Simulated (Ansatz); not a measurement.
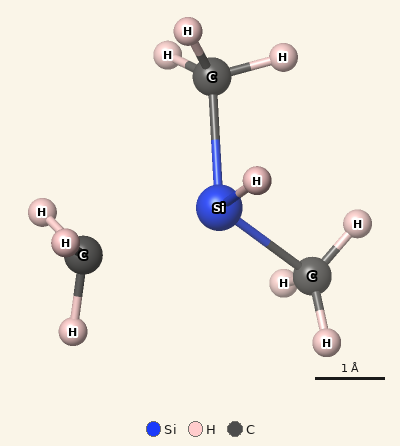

The starting structure (ball-and-stick view, seen at a tilt). Bond lengths as drawn: C–H 1.01 to 1.14 Å, C–Si 1.91 to 1.94 Å and H–Si 1.58 Å.

Run report: C3H10Si, molecular dynamics (part 1 of 2)

C3H10Si, computed with RKS PBE/STO-3G (Ansatz 0.2.0).

It belongs to a series of runs on one base structure; here: dynamics from the last frame of an earlier run.

Output:
```
Engine: ansatz 0.2.0, x86_64-unknown-linux-gnu
Functional definition: PBE
  parameter kappa = 0.804
  parameter beta = 0.06672455060314922
  exchange = pbe_x(kappa = kappa, mu = beta*pi^2/3)
  correlation = pbe_c(beta = beta)
479 factors; integrals over basis functions are off by at most 1.5e-5 eV
mean field evaluation 1: about -11010.7504 eV, gradient 2.2e1 eV
mean field evaluation 2: about -11009.3318 eV, gradient 2.9e1 eV
mean field evaluation 4: about -11012.3267 eV, gradient 1.2e0 eV
mean field evaluation 8: about -11012.1930 eV, gradient 2.1e-2 eV
mean field -11012.19299025 eV, -404.6906280593 hartree, gradient 4.3e-5 eV, S^2 0.000000; 0 other end points of the search recorded, 0 dependent functions left out
the calculation of the forces begins
reference -11012.19301778 eV, -404.6906290711 hartree; 21, 21 occupied and 13, 13 virtual orbitals, 479 factors
md step     0: t =     0.00 fs  T =   300.0 K  F+E_penalty+E_count = -11012.19299025 eV  E_kin = 0.465336 eV  conserved = -11011.72765426 eV  (21 SCF iters)
these checks for a lower state are left out or cut short: starts, cluster_reference, orbital_swaps, neighbouring_geometries, increment
479 factors; integrals over basis functions are off by at most 1.5e-5 eV
mean field evaluation 16: about -11012.2007 eV, gradient 3.7e-4 eV
mean field -11012.20071536 eV, -404.6909119519 hartree, gradient 1.8e-5 eV, S^2 0.000000; 0 other end points of the search recorded, 0 dependent functions left out
the calculation of the forces begins
reference -11012.20074290 eV, -404.6909129638 hartree; 21, 21 occupied and 13, 13 virtual orbitals, 479 factors
md step     1: t =     0.25 fs  T =   304.8 K  F+E_penalty+E_count = -11012.20071536 eV  E_kin = 0.472782 eV  conserved = -11011.72793331 eV  (19 SCF iters)
[... from here on the SCF iterations and repeated set-up lines of each step are left out, up to the last step ...]
md step     2: t =     0.50 fs  T =   320.0 K  F+E_penalty+E_count = -11012.22466551 eV  E_kin = 0.496415 eV  conserved = -11011.72825077 eV  (19 SCF iters)
md step     3: t =     0.75 fs  T =   342.4 K  F+E_penalty+E_count = -11012.25967182 eV  E_kin = 0.531127 eV  conserved = -11011.72854474 eV  (19 SCF iters)
md step     4: t =     1.00 fs  T =   368.8 K  F+E_penalty+E_count = -11012.30081222 eV  E_kin = 0.572034 eV  conserved = -11011.72877854 eV  (18 SCF iters)
md step     5: t =     1.25 fs  T =   396.5 K  F+E_penalty+E_count = -11012.34401289 eV  E_kin = 0.615071 eV  conserved = -11011.72894161 eV  (19 SCF iters)
md step     6: t =     1.50 fs  T =   423.7 K  F+E_penalty+E_count = -11012.38625789 eV  E_kin = 0.657216 eV  conserved = -11011.72904239 eV  (25 SCF iters)
md step     7: t =     1.75 fs  T =   449.0 K  F+E_penalty+E_count = -11012.42550633 eV  E_kin = 0.696408 eV  conserved = -11011.72909811 eV  (25 SCF iters)
md step     8: t =     2.00 fs  T =   471.5 K  F+E_penalty+E_count = -11012.46046419 eV  E_kin = 0.731338 eV  conserved = -11011.72912628 eV  (25 SCF iters)
md step     9: t =     2.25 fs  T =   490.7 K  F+E_penalty+E_count = -11012.49033837 eV  E_kin = 0.761200 eV  conserved = -11011.72913883 eV  (25 SCF iters)
md step    10: t =     2.50 fs  T =   506.4 K  F+E_penalty+E_count = -11012.51465541 eV  E_kin = 0.785513 eV  conserved = -11011.72914220 eV  (25 SCF iters)
md step    11: t =     2.75 fs  T =   518.4 K  F+E_penalty+E_count = -11012.53316949 eV  E_kin = 0.804033 eV  conserved = -11011.72913650 eV  (25 SCF iters)
md step    12: t =     3.00 fs  T =   526.5 K  F+E_penalty+E_count = -11012.54585658 eV  E_kin = 0.816739 eV  conserved = -11011.72911711 eV  (25 SCF iters)
md step    13: t =     3.25 fs  T =   531.2 K  F+E_penalty+E_count = -11012.55296860 eV  E_kin = 0.823890 eV  conserved = -11011.72907840 eV  (25 SCF iters)
md step    14: t =     3.50 fs  T =   532.6 K  F+E_penalty+E_count = -11012.55511129 eV  E_kin = 0.826096 eV  conserved = -11011.72901523 eV  (25 SCF iters)
md step    15: t =     3.75 fs  T =   531.5 K  F+E_penalty+E_count = -11012.55331693 eV  E_kin = 0.824393 eV  conserved = -11011.72892386 eV  (20 SCF iters)
md step    16: t =     4.00 fs  T =   528.8 K  F+E_penalty+E_count = -11012.54908796 eV  E_kin = 0.820284 eV  conserved = -11011.72880389 eV  (19 SCF iters)
md step    17: t =     4.25 fs  T =   525.9 K  F+E_penalty+E_count = -11012.54439002 eV  E_kin = 0.815731 eV  conserved = -11011.72865915 eV  (20 SCF iters)
md step    18: t =     4.50 fs  T =   524.2 K  F+E_penalty+E_count = -11012.54158056 eV  E_kin = 0.813083 eV  conserved = -11011.72849795 eV  (19 SCF iters)
md step    19: t =     4.75 fs  T =   525.4 K  F+E_penalty+E_count = -11012.54326724 eV  E_kin = 0.814934 eV  conserved = -11011.72833328 eV  (22 SCF iters)
md step    20: t =     5.00 fs  T =   531.2 K  F+E_penalty+E_count = -11012.55209629 eV  E_kin = 0.823914 eV  conserved = -11011.72818181 eV  (19 SCF iters)
md step    21: t =     5.25 fs  T =   543.1 K  F+E_penalty+E_count = -11012.57048484 eV  E_kin = 0.842422 eV  conserved = -11011.72806310 eV  (19 SCF iters)
md step    22: t =     5.50 fs  T =   562.4 K  F+E_penalty+E_count = -11012.60031818 eV  E_kin = 0.872322 eV  conserved = -11011.72799665 eV  (18 SCF iters)
md step    23: t =     5.75 fs  T =   589.7 K  F+E_penalty+E_count = -11012.64264880 eV  E_kin = 0.914650 eV  conserved = -11011.72799930 eV  (19 SCF iters)
md step    24: t =     6.00 fs  T =   624.9 K  F+E_penalty+E_count = -11012.69743856 eV  E_kin = 0.969356 eV  conserved = -11011.72808274 eV  (19 SCF iters)
md step    25: t =     6.25 fs  T =   667.3 K  F+E_penalty+E_count = -11012.76338728 eV  E_kin = 1.035136 eV  conserved = -11011.72825087 eV  (19 SCF iters)
md step    26: t =     6.50 fs  T =   715.2 K  F+E_penalty+E_count = -11012.83788685 eV  E_kin = 1.109390 eV  conserved = -11011.72849713 eV  (25 SCF iters)
md step    27: t =     6.75 fs  T =   766.1 K  F+E_penalty+E_count = -11012.91713128 eV  E_kin = 1.188327 eV  conserved = -11011.72880466 eV  (24 SCF iters)
md step    28: t =     7.00 fs  T =   817.0 K  F+E_penalty+E_count = -11012.99639141 eV  E_kin = 1.267245 eV  conserved = -11011.72914655 eV  (24 SCF iters)
md step    29: t =     7.25 fs  T =   864.5 K  F+E_penalty+E_count = -11013.07044666 eV  E_kin = 1.340960 eV  conserved = -11011.72948644 eV  (25 SCF iters)
md step    30: t =     7.50 fs  T =   905.4 K  F+E_penalty+E_count = -11013.13414893 eV  E_kin = 1.404365 eV  conserved = -11011.72978366 eV  (24 SCF iters)
md step    31: t =     7.75 fs  T =   936.8 K  F+E_penalty+E_count = -11013.18305981 eV  E_kin = 1.453064 eV  conserved = -11011.72999590 eV  (24 SCF iters)
md step    32: t =     8.00 fs  T =   956.7 K  F+E_penalty+E_count = -11013.21409145 eV  E_kin = 1.484004 eV  conserved = -11011.73008767 eV  (24 SCF iters)
md step    33: t =     8.25 fs  T =   964.5 K  F+E_penalty+E_count = -11013.22604249 eV  E_kin = 1.496006 eV  conserved = -11011.73003693 eV  (25 SCF iters)
md step    34: t =     8.50 fs  T =   960.6 K  F+E_penalty+E_count = -11013.21991617 eV  E_kin = 1.490073 eV  conserved = -11011.72984302 eV  (25 SCF iters)
md step    35: t =     8.75 fs  T =   947.3 K  F+E_penalty+E_count = -11013.19890721 eV  E_kin = 1.469375 eV  conserved = -11011.72953187 eV  (24 SCF iters)
md step    36: t =     9.00 fs  T =   927.6 K  F+E_penalty+E_count = -11013.16798808 eV  E_kin = 1.438833 eV  conserved = -11011.72915554 eV  (24 SCF iters)
md step    37: t =     9.25 fs  T =   905.4 K  F+E_penalty+E_count = -11013.13311176 eV  E_kin = 1.404332 eV  conserved = -11011.72877991 eV  (24 SCF iters)
md step    38: t =     9.50 fs  T =   884.3 K  F+E_penalty+E_count = -11013.10018457 eV  E_kin = 1.371711 eV  conserved = -11011.72847313 eV  (25 SCF iters)
md step    39: t =     9.75 fs  T =   867.6 K  F+E_penalty+E_count = -11013.07403687 eV  E_kin = 1.345753 eV  conserved = -11011.72828427 eV  (22 SCF iters)
md step    40: t =    10.00 fs  T =   857.1 K  F+E_penalty+E_count = -11013.05767266 eV  E_kin = 1.329442 eV  conserved = -11011.72823106 eV  (25 SCF iters)
md step    41: t =    10.25 fs  T =   853.4 K  F+E_penalty+E_count = -11013.05198344 eV  E_kin = 1.323685 eV  conserved = -11011.72829823 eV  (25 SCF iters)
md step    42: t =    10.50 fs  T =   855.8 K  F+E_penalty+E_count = -11013.05595574 eV  E_kin = 1.327508 eV  conserved = -11011.72844786 eV  (24 SCF iters)
md step    43: t =    10.75 fs  T =   863.0 K  F+E_penalty+E_count = -11013.06723479 eV  E_kin = 1.338601 eV  conserved = -11011.72863329 eV  (25 SCF iters)
md step    44: t =    11.00 fs  T =   872.9 K  F+E_penalty+E_count = -11013.08282545 eV  E_kin = 1.354011 eV  conserved = -11011.72881418 eV  (25 SCF iters)
md step    45: t =    11.25 fs  T =   883.7 K  F+E_penalty+E_count = -11013.09971707 eV  E_kin = 1.370753 eV  conserved = -11011.72896389 eV  (25 SCF iters)
md step    46: t =    11.50 fs  T =   893.7 K  F+E_penalty+E_count = -11013.11531226 eV  E_kin = 1.386242 eV  conserved = -11011.72907076 eV  (24 SCF iters)
md step    47: t =    11.75 fs  T =   901.6 K  F+E_penalty+E_count = -11013.12763639 eV  E_kin = 1.398502 eV  conserved = -11011.72913408 eV  (24 SCF iters)
md step    48: t =    12.00 fs  T =   906.6 K  F+E_penalty+E_count = -11013.13537744 eV  E_kin = 1.406218 eV  conserved = -11011.72915967 eV  (24 SCF iters)
md step    49: t =    12.25 fs  T =   908.2 K  F+E_penalty+E_count = -11013.13782712 eV  E_kin = 1.408673 eV  conserved = -11011.72915405 eV  (24 SCF iters)
md step    50: t =    12.50 fs  T =   906.2 K  F+E_penalty+E_count = -11013.13479306 eV  E_kin = 1.405669 eV  conserved = -11011.72912370 eV  (25 SCF iters)
md step    51: t =    12.75 fs  T =   900.9 K  F+E_penalty+E_count = -11013.12651478 eV  E_kin = 1.397442 eV  conserved = -11011.72907288 eV  (24 SCF iters)
md step    52: t =    13.00 fs  T =   892.6 K  F+E_penalty+E_count = -11013.11360264 eV  E_kin = 1.384599 eV  conserved = -11011.72900383 eV  (24 SCF iters)
md step    53: t =    13.25 fs  T =   882.0 K  F+E_penalty+E_count = -11013.09699733 eV  E_kin = 1.368079 eV  conserved = -11011.72891870 eV  (25 SCF iters)
md step    54: t =    13.50 fs  T =   869.8 K  F+E_penalty+E_count = -11013.07793491 eV  E_kin = 1.349116 eV  conserved = -11011.72881900 eV  (25 SCF iters)
md step    55: t =    13.75 fs  T =   856.9 K  F+E_penalty+E_count = -11013.05791113 eV  E_kin = 1.329203 eV  conserved = -11011.72870858 eV  (25 SCF iters)
md step    56: t =    14.00 fs  T =   844.6 K  F+E_penalty+E_count = -11013.03862452 eV  E_kin = 1.310033 eV  conserved = -11011.72859137 eV  (25 SCF iters)
md step    57: t =    14.25 fs  T =   833.9 K  F+E_penalty+E_count = -11013.02189994 eV  E_kin = 1.293426 eV  conserved = -11011.72847388 eV  (22 SCF iters)
md step    58: t =    14.50 fs  T =   826.0 K  F+E_penalty+E_count = -11013.00957959 eV  E_kin = 1.281215 eV  conserved = -11011.72836454 eV  (26 SCF iters)
md step    59: t =    14.75 fs  T =   822.1 K  F+E_penalty+E_count = -11013.00338457 eV  E_kin = 1.275111 eV  conserved = -11011.72827325 eV  (26 SCF iters)
md step    60: t =    15.00 fs  T =   823.0 K  F+E_penalty+E_count = -11013.00475261 eV  E_kin = 1.276541 eV  conserved = -11011.72821119 eV  (26 SCF iters)
md step    61: t =    15.25 fs  T =   829.4 K  F+E_penalty+E_count = -11013.01466197 eV  E_kin = 1.286473 eV  conserved = -11011.72818929 eV  (26 SCF iters)
md step    62: t =    15.50 fs  T =   841.5 K  F+E_penalty+E_count = -11013.03346118 eV  E_kin = 1.305245 eV  conserved = -11011.72821667 eV  (25 SCF iters)
md step    63: t =    15.75 fs  T =   859.0 K  F+E_penalty+E_count = -11013.06072822 eV  E_kin = 1.332429 eV  conserved = -11011.72829969 eV  (25 SCF iters)
md step    64: t =    16.00 fs  T =   881.1 K  F+E_penalty+E_count = -11013.09518198 eV  E_kin = 1.366743 eV  conserved = -11011.72843944 eV  (25 SCF iters)
md step    65: t =    16.25 fs  T =   906.5 K  F+E_penalty+E_count = -11013.13467168 eV  E_kin = 1.406041 eV  conserved = -11011.72863073 eV  (25 SCF iters)
md step    66: t =    16.50 fs  T =   933.1 K  F+E_penalty+E_count = -11013.17626100 eV  E_kin = 1.447399 eV  conserved = -11011.72886202 eV  (25 SCF iters)
md step    67: t =    16.75 fs  T =   958.9 K  F+E_penalty+E_count = -11013.21641373 eV  E_kin = 1.487298 eV  conserved = -11011.72911570 eV  (24 SCF iters)
md step    68: t =    17.00 fs  T =   981.2 K  F+E_penalty+E_count = -11013.25127716 eV  E_kin = 1.521909 eV  conserved = -11011.72936863 eV  (24 SCF iters)
md step    69: t =    17.25 fs  T =   997.6 K  F+E_penalty+E_count = -11013.27704890 eV  E_kin = 1.547455 eV  conserved = -11011.72959364 eV  (24 SCF iters)
md step    70: t =    17.50 fs  T =  1006.1 K  F+E_penalty+E_count = -11013.29040037 eV  E_kin = 1.560639 eV  conserved = -11011.72976168 eV  (25 SCF iters)
md step    71: t =    17.75 fs  T =  1005.1 K  F+E_penalty+E_count = -11013.28892023 eV  E_kin = 1.559075 eV  conserved = -11011.72984565 eV  (24 SCF iters)
md step    72: t =    18.00 fs  T =   993.9 K  F+E_penalty+E_count = -11013.27152634 eV  E_kin = 1.541701 eV  conserved = -11011.72982513 eV  (24 SCF iters)
md step    73: t =    18.25 fs  T =   972.9 K  F+E_penalty+E_count = -11013.23877886 eV  E_kin = 1.509091 eV  conserved = -11011.72968834 eV  (23 SCF iters)
md step    74: t =    18.50 fs  T =   943.6 K  F+E_penalty+E_count = -11013.19303015 eV  E_kin = 1.463590 eV  conserved = -11011.72943995 eV  (23 SCF iters)
md step    75: t =    18.75 fs  T =   908.5 K  F+E_penalty+E_count = -11013.13832951 eV  E_kin = 1.409225 eV  conserved = -11011.72910457 eV  (21 SCF iters)
md step    76: t =    19.00 fs  T =   871.2 K  F+E_penalty+E_count = -11013.08003420 eV  E_kin = 1.351309 eV  conserved = -11011.72872507 eV  (23 SCF iters)
md step    77: t =    19.25 fs  T =   835.4 K  F+E_penalty+E_count = -11013.02413751 eV  E_kin = 1.295779 eV  conserved = -11011.72835834 eV  (23 SCF iters)
md step    78: t =    19.50 fs  T =   804.8 K  F+E_penalty+E_count = -11012.97639686 eV  E_kin = 1.248334 eV  conserved = -11011.72806331 eV  (23 SCF iters)
md step    79: t =    19.75 fs  T =   782.4 K  F+E_penalty+E_count = -11012.94143554 eV  E_kin = 1.213548 eV  conserved = -11011.72788762 eV  (23 SCF iters)
md step    80: t =    20.00 fs  T =   769.9 K  F+E_penalty+E_count = -11012.92202447 eV  E_kin = 1.194171 eV  conserved = -11011.72785381 eV  (23 SCF iters)
md step    81: t =    20.25 fs  T =   767.7 K  F+E_penalty+E_count = -11012.91872861 eV  E_kin = 1.190772 eV  conserved = -11011.72795611 eV  (23 SCF iters)
md step    82: t =    20.50 fs  T =   774.8 K  F+E_penalty+E_count = -11012.92998532 eV  E_kin = 1.201822 eV  conserved = -11011.72816366 eV  (22 SCF iters)
md step    83: t =    20.75 fs  T =   789.2 K  F+E_penalty+E_count = -11012.95255889 eV  E_kin = 1.224127 eV  conserved = -11011.72843181 eV  (22 SCF iters)
md step    84: t =    21.00 fs  T =   808.1 K  F+E_penalty+E_count = -11012.98220882 eV  E_kin = 1.253493 eV  conserved = -11011.72871537 eV  (24 SCF iters)
md step    85: t =    21.25 fs  T =   828.7 K  F+E_penalty+E_count = -11013.01438216 eV  E_kin = 1.285405 eV  conserved = -11011.72897761 eV  (24 SCF iters)
md step    86: t =    21.50 fs  T =   848.2 K  F+E_penalty+E_count = -11013.04478650 eV  E_kin = 1.315592 eV  conserved = -11011.72919496 eV  (23 SCF iters)
md step    87: t =    21.75 fs  T =   864.2 K  F+E_penalty+E_count = -11013.06977488 eV  E_kin = 1.340419 eV  conserved = -11011.72935598 eV  (23 SCF iters)
md step    88: t =    22.00 fs  T =   874.9 K  F+E_penalty+E_count = -11013.08654898 eV  E_kin = 1.357091 eV  conserved = -11011.72945815 eV  (23 SCF iters)
md step    89: t =    22.25 fs  T =   879.2 K  F+E_penalty+E_count = -11013.09322614 eV  E_kin = 1.363722 eV  conserved = -11011.72950384 eV  (24 SCF iters)
md step    90: t =    22.50 fs  T =   876.4 K  F+E_penalty+E_count = -11013.08882464 eV  E_kin = 1.359327 eV  conserved = -11011.72949740 eV  (24 SCF iters)
md step    91: t =    22.75 fs  T =   866.3 K  F+E_penalty+E_count = -11013.07320990 eV  E_kin = 1.343765 eV  conserved = -11011.72944463 eV  (24 SCF iters)
md step    92: t =    23.00 fs  T =   849.5 K  F+E_penalty+E_count = -11013.04702004 eV  E_kin = 1.317670 eV  conserved = -11011.72935025 eV  (25 SCF iters)
md step    93: t =    23.25 fs  T =   826.7 K  F+E_penalty+E_count = -11013.01158582 eV  E_kin = 1.282366 eV  conserved = -11011.72922026 eV  (22 SCF iters)
md step    94: t =    23.50 fs  T =   799.3 K  F+E_penalty+E_count = -11012.96883582 eV  E_kin = 1.239774 eV  conserved = -11011.72906160 eV  (25 SCF iters)
md step    95: t =    23.75 fs  T =   768.7 K  F+E_penalty+E_count = -11012.92118626 eV  E_kin = 1.192303 eV  conserved = -11011.72888288 eV  (25 SCF iters)
md step    96: t =    24.00 fs  T =   736.7 K  F+E_penalty+E_count = -11012.87140929 eV  E_kin = 1.142716 eV  conserved = -11011.72869282 eV  (25 SCF iters)
md step    97: t =    24.25 fs  T =   705.3 K  F+E_penalty+E_count = -11012.82248365 eV  E_kin = 1.093982 eV  conserved = -11011.72850136 eV  (25 SCF iters)
md step    98: t =    24.50 fs  T =   676.4 K  F+E_penalty+E_count = -11012.77742627 eV  E_kin = 1.049106 eV  conserved = -11011.72832014 eV  (25 SCF iters)
md step    99: t =    24.75 fs  T =   651.8 K  F+E_penalty+E_count = -11012.73910740 eV  E_kin = 1.010947 eV  conserved = -11011.72816009 eV  (25 SCF iters)
md step   100: t =    25.00 fs  T =   633.1 K  F+E_penalty+E_count = -11012.71006434 eV  E_kin = 0.982031 eV  conserved = -11011.72803361 eV  (25 SCF iters)
md step   101: t =    25.25 fs  T =   621.7 K  F+E_penalty+E_count = -11012.69231364 eV  E_kin = 0.964363 eV  conserved = -11011.72795041 eV  (24 SCF iters)
md step   102: t =    25.50 fs  T =   618.4 K  F+E_penalty+E_count = -11012.68718715 eV  E_kin = 0.959268 eV  conserved = -11011.72791891 eV  (19 SCF iters)
md step   103: t =    25.75 fs  T =   623.6 K  F+E_penalty+E_count = -11012.69519952 eV  E_kin = 0.967255 eV  conserved = -11011.72794493 eV  (19 SCF iters)
md step   104: t =    26.00 fs  T =   636.9 K  F+E_penalty+E_count = -11012.71596549 eV  E_kin = 0.987936 eV  conserved = -11011.72802962 eV  (25 SCF iters)
md step   105: t =    26.25 fs  T =   657.6 K  F+E_penalty+E_count = -11012.74818448 eV  E_kin = 1.020015 eV  conserved = -11011.72816923 eV  (25 SCF iters)
md step   106: t =    26.50 fs  T =   684.2 K  F+E_penalty+E_count = -11012.78970246 eV  E_kin = 1.061347 eV  conserved = -11011.72835512 eV  (25 SCF iters)
md step   107: t =    26.75 fs  T =   715.0 K  F+E_penalty+E_count = -11012.83765579 eV  E_kin = 1.109083 eV  conserved = -11011.72857323 eV  (25 SCF iters)
md step   108: t =    27.00 fs  T =   747.8 K  F+E_penalty+E_count = -11012.88869803 eV  E_kin = 1.159893 eV  conserved = -11011.72880492 eV  (24 SCF iters)
md step   109: t =    27.25 fs  T =   780.3 K  F+E_penalty+E_count = -11012.93929886 eV  E_kin = 1.210271 eV  conserved = -11011.72902744 eV  (25 SCF iters)
md step   110: t =    27.50 fs  T =   810.3 K  F+E_penalty+E_count = -11012.98609970 eV  E_kin = 1.256883 eV  conserved = -11011.72921621 eV  (24 SCF iters)
md step   111: t =    27.75 fs  T =   836.1 K  F+E_penalty+E_count = -11013.02629614 eV  E_kin = 1.296949 eV  conserved = -11011.72934753 eV  (24 SCF iters)
md step   112: t =    28.00 fs  T =   856.5 K  F+E_penalty+E_count = -11013.05800399 eV  E_kin = 1.328603 eV  conserved = -11011.72940129 eV  (22 SCF iters)
md step   113: t =    28.25 fs  T =   871.1 K  F+E_penalty+E_count = -11013.08055473 eV  E_kin = 1.351188 eV  conserved = -11011.72936665 eV  (24 SCF iters)
md step   114: t =    28.50 fs  T =   880.3 K  F+E_penalty+E_count = -11013.09464672 eV  E_kin = 1.365400 eV  conserved = -11011.72924631 eV  (24 SCF iters)
md step   115: t =    28.75 fs  T =   885.3 K  F+E_penalty+E_count = -11013.10228519 eV  E_kin = 1.373226 eV  conserved = -11011.72905944 eV  (23 SCF iters)
md step   116: t =    29.00 fs  T =   888.1 K  F+E_penalty+E_count = -11013.10646955 eV  E_kin = 1.377627 eV  conserved = -11011.72884235 eV  (23 SCF iters)
md step   117: t =    29.25 fs  T =   891.0 K  F+E_penalty+E_count = -11013.11063837 eV  E_kin = 1.381999 eV  conserved = -11011.72863969 eV  (23 SCF iters)
md step   118: t =    29.50 fs  T =   895.8 K  F+E_penalty+E_count = -11013.11797783 eV  E_kin = 1.389482 eV  conserved = -11011.72849574 eV  (22 SCF iters)
md step   119: t =    29.75 fs  T =   904.1 K  F+E_penalty+E_count = -11013.13075217 eV  E_kin = 1.402311 eV  conserved = -11011.72844073 eV  (22 SCF iters)
md step   120: t =    30.00 fs  T =   916.3 K  F+E_penalty+E_count = -11013.14984745 eV  E_kin = 1.421366 eV  conserved = -11011.72848185 eV  (22 SCF iters)
md step   121: t =    30.25 fs  T =   932.3 K  F+E_penalty+E_count = -11013.17466015 eV  E_kin = 1.446057 eV  conserved = -11011.72860289 eV  (22 SCF iters)
md step   122: t =    30.50 fs  T =   950.7 K  F+E_penalty+E_count = -11013.20334305 eV  E_kin = 1.474574 eV  conserved = -11011.72876926 eV  (23 SCF iters)
md step   123: t =    30.75 fs  T =   969.9 K  F+E_penalty+E_count = -11013.23331165 eV  E_kin = 1.504369 eV  conserved = -11011.72894239 eV  (23 SCF iters)
md step   124: t =    31.00 fs  T =   988.1 K  F+E_penalty+E_count = -11013.26182828 eV  E_kin = 1.532738 eV  conserved = -11011.72909046 eV  (23 SCF iters)
md step   125: t =    31.25 fs  T =  1004.0 K  F+E_penalty+E_count = -11013.28649885 eV  E_kin = 1.557305 eV  conserved = -11011.72919426 eV  (23 SCF iters)
md step   126: t =    31.50 fs  T =  1016.3 K  F+E_penalty+E_count = -11013.30558131 eV  E_kin = 1.576333 eV  conserved = -11011.72924825 eV  (24 SCF iters)
md step   127: t =    31.75 fs  T =  1024.3 K  F+E_penalty+E_count = -11013.31808543 eV  E_kin = 1.588828 eV  conserved = -11011.72925699 eV  (24 SCF iters)
```
